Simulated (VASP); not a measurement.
Band structure of NaF (rock salt). Computed with PBE GGA with D4 dispersion, VASP's PBE PAW potentials (set 64) (plane waves; VASP).

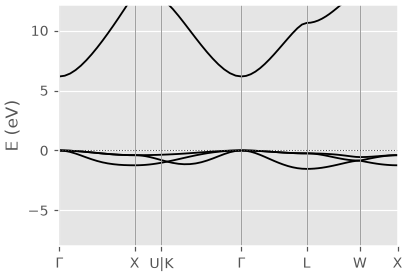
Fig. 1. Bands along high-symmetry lines, zero at the valence-band maximum or, without a gap, the Fermi level

Question: Read the plot: is there a gap, and where are the band edges?

Answer: The gap is direct, 6.17 eV, from the valence maximum at Γ to the conduction minimum at Γ. (Edges off the drawn lines would not show.)

Measured: gap 11.70 eV (computed value off by -5.53 eV), as given by David Koller et al., Journal of Physics Condensed Matter (2013), arXiv:1304.4470.

The compound is NaF in the rock salt structure. It was relaxed first.
